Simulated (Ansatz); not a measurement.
**AlF3HO (doublet): density, localisation and related maps**

```xyz
6

Al    0.0478   -0.1049    0.4627
F     0.1910    1.2472    1.6037
O     1.4821   -0.5432   -0.2582
H     1.6953   -0.8421   -1.1321
F    -1.4057   -0.1149   -0.2995
F    -0.0911   -0.5939    2.1635
```

All numbers below come from Ansatz 0.2.0, UKS BHLYP-D4/def2-SVP.

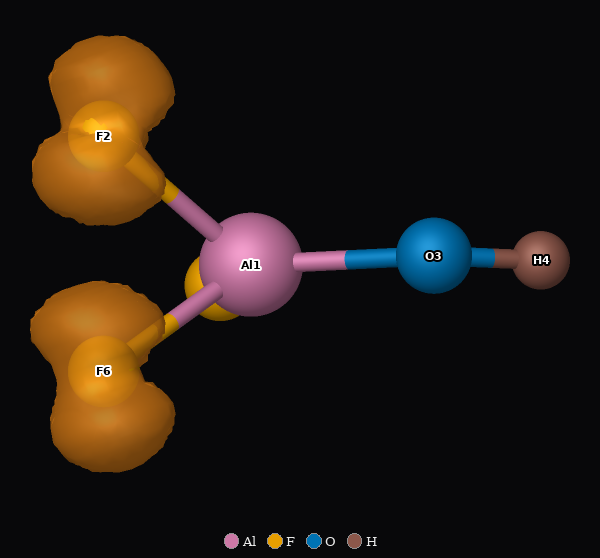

Figure 1. Isosurfaces of the spin density at +0.1 (orange) and −0.1 e/Å³ (purple), seen from one side.

Where is the unpaired spin?

The unpaired spin (1 electron) lies mostly on F2 (about 0.5) and F6 (about 0.5), in electrons by Hirshfeld's partition. Only one sign reaches the isovalue.

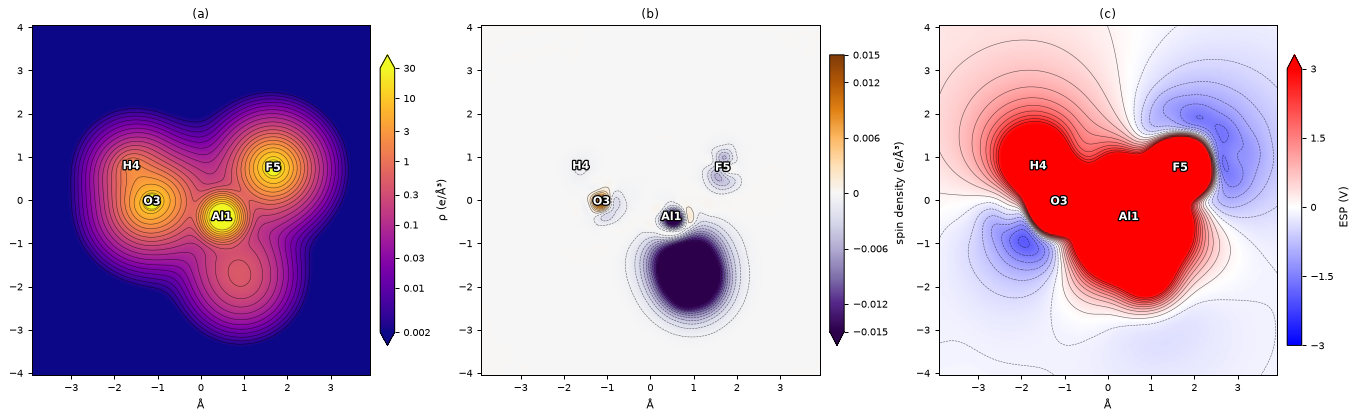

Figure 2. (a) electron density; (b) spin density (α minus β); (c) molecular electrostatic potential on the plane of atoms Al1, O3 and H4.

Read the bonding off the picture.

The plane passes through Al, O, H and F nuclei.
Al–F (1.64 Å): ρ is about 0.84 e/Å³ halfway.
Al–O (1.66 Å): ρ at the midpoint is about 0.91 e/Å³.
O–H (0.95 Å): ρ at the midpoint is about 3.8 e/Å³.

Outside the dense part of the molecule the potential is most negative (−1.9 V) near O3.

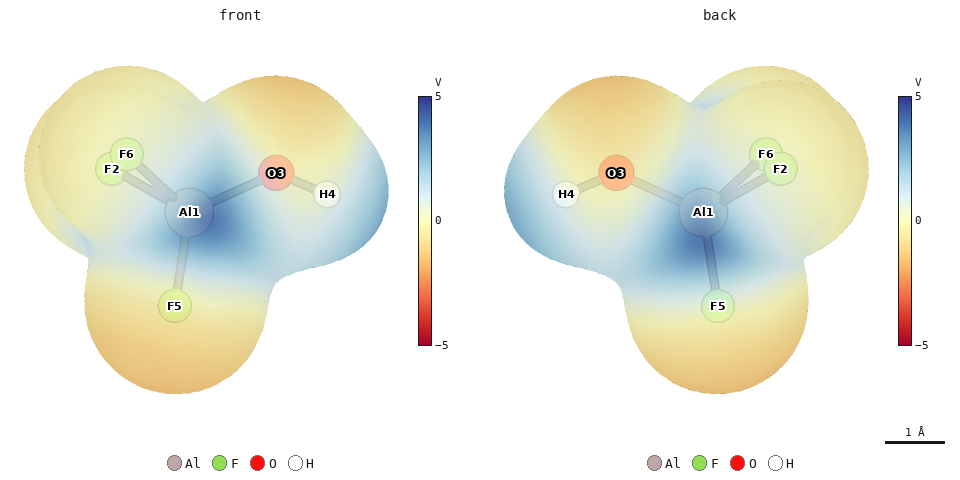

Figure 3. The electrostatic potential painted on the density surface at 0.002 e/bohr³, seen from the front and from behind; red is negative and blue positive.

Where is the surface potential most negative and most positive?

The most negative region (about −1.4 V, or −32 kcal/mol for a unit charge) lies over F5, the most positive (about +3.9 V, or +90 kcal/mol for a unit charge) over Al1.
